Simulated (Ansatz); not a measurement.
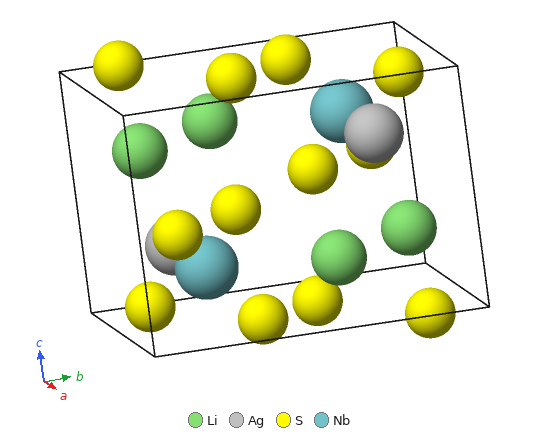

Shown here is a spheres-only view of the crystal, taken slightly off an axis. The simulation cell is drawn as a box.

```
CELL_PARAMETERS angstrom
-5.30423 0.00000 0.00000
2.65211 0.00000 10.15679
2.65211 5.92094 0.00000
ATOMIC_POSITIONS crystal
Li 0.55557 0.11114 0.75000
Li 0.19443 0.38886 0.75000
Li 0.44443 0.88886 0.25000
Li 0.80557 0.61114 0.25000
Ag 0.87500 0.75000 0.75000
Ag 0.12500 0.25000 0.25000
S 0.24972 0.13322 0.04302
S 0.88350 0.13322 0.45698
S 0.57348 0.36678 0.45698
S 0.79330 0.36678 0.04302
S 0.75028 0.86678 0.95698
S 0.11650 0.86678 0.54302
S 0.42652 0.63322 0.54302
S 0.20670 0.63322 0.95698
Nb 0.37500 0.75000 0.75000
Nb 0.62500 0.25000 0.25000
```

Level of theory: DFT, PAW plane waves, r2SCAN in Ansatz. Settings were a cutoff energy of 500 eV, a 4×4×4 k-point grid, Fermi-Dirac smearing of 0.1 eV, no spin polarisation. The pressure of the cell is 29 GPa.

Question: How charged are the atoms, by the Bader scheme?

Answer: Li +0.94 e; Nb +1.64 e; Ag +0.29 e; S -0.95 e.

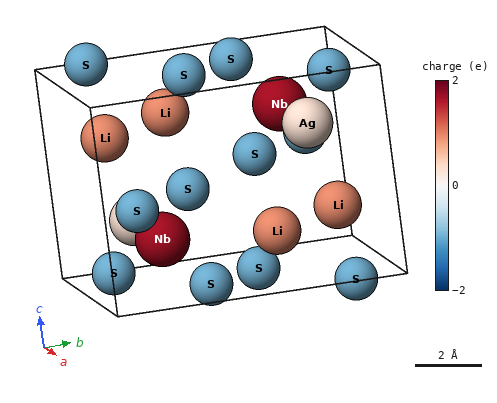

The atoms coloured by those charges.

Shown is a generated cell, made by putting these elements into a known structure type (the compound may or may not exist in this form), as it stood before any relaxation. It was run through Ansatz as a DFT input.

At this level of theory the cell isn't at rest (compressed, at 29 GPa and forces up to 5.5 eV/Å), so its distances can differ from those at equilibrium, the more so the softer the solid.
